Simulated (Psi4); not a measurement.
# SiPH3F− (SMILES F[SiH-]P): levels of theory compared

Aim: a comparison of 3 runs (HF/3-21G, B3LYP/6-31G*, wB97X-V/def2-SVPD) of SiPH3F−. 

The calculation is run with Psi4 1.11.

### Step 1. The structure to begin with

The species is SiPH3F− (6 atoms), meant as a singlet with charge -1. As SMILES, `F[SiH-]P`. The F1–Si2 distance was set to 3.724 Å, away from the relaxed value. At this shape a bond of the SMILES string is far longer than usual.

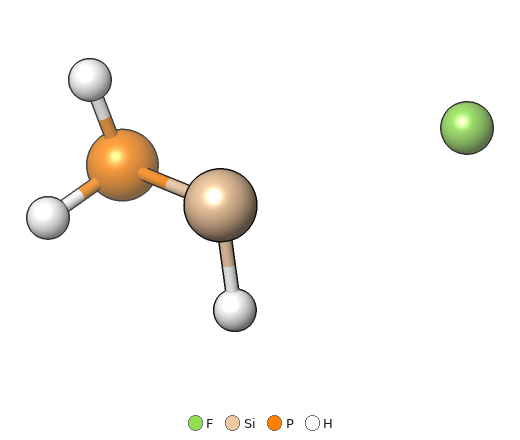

Viewed from a chosen angle; fluorine green, silicon light orange, phosphorus orange, hydrogen white.

### Step 2. Energy and forces at HF/3-21G (run 1)

Input file calc.inp:

```
memory 1600 mb

molecule {
  -1 1
  F     -2.251943    -2.735411     2.067725
  Si    -0.794380    -0.477720    -0.510070
  P      0.796600     0.637220     0.633420
  H      0.142930    -1.538260    -1.038220
  H      1.290210     1.120130    -0.555580
  H      0.021550     1.762560     0.808810
  units angstrom
  symmetry c1
  no_reorient
  no_com
}

set {
  reference rhf
  puream true
  e_convergence 1e-09
  d_convergence 1e-08
  scf_type pk
}

E, wfn = gradient("scf/3-21G", return_wfn=True)
oeprop(wfn, "QUADRUPOLE", "DIPOLE", "MAYER_INDICES", title="SCF")
print_variables()
```

Started as:

```console
$ psi4 calc.inp calc.out -n 1
```

calc.out:

```text
[...]
  Running in c1 symmetry.
[...]
  Nuclear repulsion =  110.459319539826907
[...]
  Multiplicity = 1
[...]
  Nalpha       = 21
  Nbeta        = 21
[...]
    Number of basis functions: 41
[...]
   @RHF iter   1:  -726.75468751700259   -9.45954e-01   1.32306e-02 DIIS/ADIIS
[...]
   @RHF iter  13:  -726.87400639440261   -1.22782e-11   6.80765e-09 DIIS
[...]
  @RHF Final Energy:  -726.87400639440261
   => Energetics <=
    Nuclear Repulsion Energy =            110.4593195398269074
    One-Electron Energy =               -1238.8117712835303337
    Two-Electron Energy =                 401.4784453493006140
    Total Energy =                       -726.8740063944027270
[...]
  -Total Gradient:
     Atom            X                  Y                   Z
    ------   -----------------  -----------------  -----------------
       1       -0.012374994547    -0.015946224101     0.018344757104
       2        0.046203433110     0.033130681127     0.001257921089
       3       -0.020630012845     0.004153247808    -0.033009165468
       4       -0.004991067568     0.004889689425     0.000063987690
       5       -0.017519654470    -0.007830695623     0.022491275077
       6        0.009312296310    -0.018396698639    -0.009148775492
[...]
 Multipole Moments:
 ------------------------------------------------------------------------------------
     Multipole            Electronic (a.u.)      Nuclear  (a.u.)        Total (a.u.)
 ------------------------------------------------------------------------------------
 L = 1.  Multiply by 2.5417464519 to convert [e a0] to [Debye]
 Dipole X            :         37.1866327          -33.9869455            3.1996873
 Dipole Y            :         42.5555653          -38.5580645            3.9975009
 Dipole Z            :        -41.4523880           38.1438478           -3.3085402
 Magnitude           :                                                    6.0962652
 L = 2.  Multiply by 1.3450342976 to convert [e a0^2] to [Debye ang]
 Quadrupole XX       :       -280.4057263          234.5471391          -45.8585872
 Quadrupole XY       :       -266.1124792          248.6541306          -17.4583487
[...]
```

Run time: 3 s. Hardware: 1 thread of AMD EPYC 7R43 (Zen 3), shared host; peak memory 0.18 GiB.

### Step 3. Energy and forces at B3LYP/6-31G(d) (spherical functions) (run 2)

Input file fh3psi.xyz:

```xyz
6
FH3PSi
F     -2.251943    -2.735411     2.067725
Si    -0.794380    -0.477720    -0.510070
P      0.796600     0.637220     0.633420
H      0.142930    -1.538260    -1.038220
H      1.290210     1.120130    -0.555580
H      0.021550     1.762560     0.808810
```

Input file calc.py:

```python
import psi4

psi4.set_memory('1600 MB')
psi4.set_num_threads(1)
psi4.core.set_output_file('fh3psi.out', False)

with open('fh3psi.xyz') as f:
    atoms = ''.join(f.readlines()[2:])
geom = psi4.geometry('-1 1\n' + atoms + 'symmetry c1')

psi4.set_options({
    'basis': '6-31G*',
    'puream': True,
    'e_convergence': 1e-09,
    'd_convergence': 1e-08,
    'scf_type': 'pk',
    'dft_radial_points': 99,
    'dft_spherical_points': 590,
})

e, wfn = psi4.gradient('b3lyp', molecule=geom, return_wfn=True)
print('gradient / Eh bohr^-1')
print(e.np.round(6))
print(f'energy = {wfn.energy():.10f} Eh')
```

Started as:

```console
$ python calc.py
```

fh3psi.out:

```text
[...]
  Running in c1 symmetry.
[...]
  Nuclear repulsion =  110.459319539826907
[...]
  Multiplicity = 1
[...]
  Nalpha       = 21
  Nbeta        = 21
[...]
    Number of basis functions: 56
[...]
   @RKS iter   1:  -732.16396675096041   -4.91643e-01   1.25489e-02 ADIIS/DIIS
[...]
   @RKS iter  17:  -732.39290639521096   -9.09495e-13   7.75670e-09 DIIS
[...]
    Orbital Energies [Eh]
    ---------------------
    Doubly Occupied:
       1A    -76.903405     2A    -65.970920     3A    -24.282464
       4A     -6.395830     5A     -5.128539     6A     -4.557571
       7A     -4.555476     8A     -4.552710     9A     -3.489748
      10A     -3.485038    11A     -3.482177    12A     -0.727392
      13A     -0.514660    14A     -0.325956    15A     -0.261702
      16A     -0.176520    17A     -0.146755    18A     -0.065367
      19A     -0.007790    20A     -0.006450    21A     -0.006059
[...]
  @RKS Final Energy:  -732.39290639521096
   => Energetics <=
    Nuclear Repulsion Energy =            110.4593195398269074
    One-Electron Energy =               -1243.4088829248694310
    Two-Electron Energy =                 445.7205932591672877
    DFT Exchange-Correlation Energy =     -45.1639362693358706
    Empirical Dispersion Energy =           0.0000000000000000
    VV10 Nonlocal Energy =                  0.0000000000000000
    Total Energy =                       -732.3929063952109573
[...]
 Multipole Moments:
 ------------------------------------------------------------------------------------
     Multipole            Electronic (a.u.)      Nuclear  (a.u.)        Total (a.u.)
 ------------------------------------------------------------------------------------
 L = 1.  Multiply by 2.5417464519 to convert [e a0] to [Debye]
 Dipole X            :         -1.2844453            3.2038484            1.9194030
 Dipole Y            :         -1.4238516            3.7745344            2.3506828
 Dipole Z            :          2.3243786           -3.8060317           -1.4816531
 Magnitude           :                                                    3.3771457
[...]
  -Total Gradient:
     Atom            X                  Y                   Z
    ------   -----------------  -----------------  -----------------
       1       -0.007217498528    -0.009354534491     0.010594284830
       2        0.030390122166     0.013322526358    -0.002788398324
       3       -0.012541037036     0.019028375881    -0.024863545822
       4       -0.008366882811     0.004482082295     0.000505656430
       5       -0.014000845502    -0.008333676750     0.022549585195
       6        0.011736373813    -0.019146607793    -0.006000780184
[...]
```

Standard output:

```text
gradient / Eh bohr^-1
[[-0.007217 -0.009355  0.010594]
 [ 0.03039   0.013323 -0.002788]
 [-0.012541  0.019028 -0.024864]
 [-0.008367  0.004482  0.000506]
 [-0.014001 -0.008334  0.02255 ]
 [ 0.011736 -0.019147 -0.006001]]
energy = -732.3929063952 Eh
```

It took 18 s on 1 thread of AMD EPYC 7R43 (Zen 3), shared host; peak memory 0.63 GiB.

### Step 4. The energy at wB97X-V/def2-SVPD (run 3)

Input file fh3psi_ase.py:

```python
import numpy as np
from ase.calculators.psi4 import Psi4
from ase import Atoms

mol = Atoms(['F', 'Si', 'P', 'H', 'H', 'H'], positions=[
    [-2.251943, -2.735411, 2.067725],
    [-0.794380, -0.477720, -0.510070],
    [0.796600, 0.637220, 0.633420],
    [0.142930, -1.538260, -1.038220],
    [1.290210, 1.120130, -0.555580],
    [0.021550, 1.762560, 0.808810],
])
calc = Psi4(atoms=mol, method='wb97x-v', basis='def2-SVPD', memory='1600MB', num_threads=1, charge=-1, multiplicity=1, label='fh3psi')
calc.psi4.set_options({'puream': True, 'e_convergence': 1e-09, 'd_convergence': 1e-08, 'scf_type': 'pk', 'dft_radial_points': 99, 'dft_spherical_points': 590})
mol.calc = calc

print(f'energy: {mol.get_potential_energy():.6f} eV')
```

Started as:

```console
$ python fh3psi_ase.py
```

fh3psi.dat:

```text
[...]
  Running in c1 symmetry.
[...]
  Nuclear repulsion =  110.459319539826907
[...]
  Multiplicity = 1
[...]
  Nalpha       = 21
  Nbeta        = 21
[...]
    Number of basis functions: 95
[...]
   @RKS iter   1:  -731.84564090860431   -8.18468e-01   6.85274e-03 ADIIS/DIIS
[...]
   @RKS iter  15:  -732.04312692263647   -3.29692e-12   3.75982e-09 DIIS
[...]
    Orbital Energies [Eh]
    ---------------------
    Doubly Occupied:
       1A    -76.938162     2A    -66.028867     3A    -24.369733
       4A     -6.534900     5A     -5.284841     6A     -4.693604
       7A     -4.691599     8A     -4.688845     9A     -3.643612
      10A     -3.636066    11A     -3.632608    12A     -0.840954
      13A     -0.666250    14A     -0.470490    15A     -0.385874
      16A     -0.300271    17A     -0.274422    18A     -0.184460
      19A     -0.135185    20A     -0.135152    21A     -0.134088
[...]
  @RKS Final Energy:  -732.04312692263647
   => Energetics <=
    Nuclear Repulsion Energy =            110.4593195398269074
    One-Electron Energy =               -1241.6796913247922021
    Two-Electron Energy =                 440.2844293232809036
    DFT Exchange-Correlation Energy =     -41.2822927879956083
    Empirical Dispersion Energy =           0.0000000000000000
    VV10 Nonlocal Energy =                  0.1751083270434935
    Total Energy =                       -732.0431269226364748
[...]
 Multipole Moments:
 ------------------------------------------------------------------------------------
     Multipole            Electronic (a.u.)      Nuclear  (a.u.)        Total (a.u.)
 ------------------------------------------------------------------------------------
 L = 1.  Multiply by 2.5417464519 to convert [e a0] to [Debye]
 Dipole X            :         -0.4408386            3.2038484            2.7630098
 Dipole Y            :         -0.3008998            3.7745344            3.4736346
 Dipole Z            :          1.2933909           -3.8060317           -2.5126408
 Magnitude           :                                                    5.1003651
[...]
```

On the terminal:

```text
energy: -19919.908113 eV
```

Wall time 2.4 min (1 thread of AMD EPYC 7R43 (Zen 3), shared host); peak memory 0.84 GiB.

### Step 5. All runs side by side

```csv
run,level,integration grid,task,energy (Eh),HOMO energy (eV),LUMO energy (eV),HOMO–LUMO gap (eV),wall time
1,HF/3-21G,–,gradient,-726.874006,-1.99,4.43,6.42,3 s
2,B3LYP/6-31G* (spherical functions),99 radial × 590 angular,gradient,-732.392906,-0.16,1.69,1.85,18 s
3,wB97X-V/def2-SVPD,99 radial × 590 angular,energy,-732.043127,-3.65,3.01,6.66,2.4 min
```

### Step 6. Summary of results

| quantity | value |
| --- | --- |
| run 3: total energy | -732.04313 Eh |
| run 3: HOMO energy | -3.65 eV |
| run 3: LUMO energy | 3.01 eV |
| run 3: HOMO–LUMO gap (to an unbound level, set by the basis) | 6.66 eV |

**Reading.** The HOMO–LUMO gap runs from 1.85 eV (B3LYP/6-31G*) to 6.66 eV (wB97X-V/def2-SVPD). The two ends differ in method and basis. The empty levels of an anion lie above zero and hang on the basis. Totals of different functionals can't be ranked against each other. All runs together took 2.8 min, the longest 2.4 min.
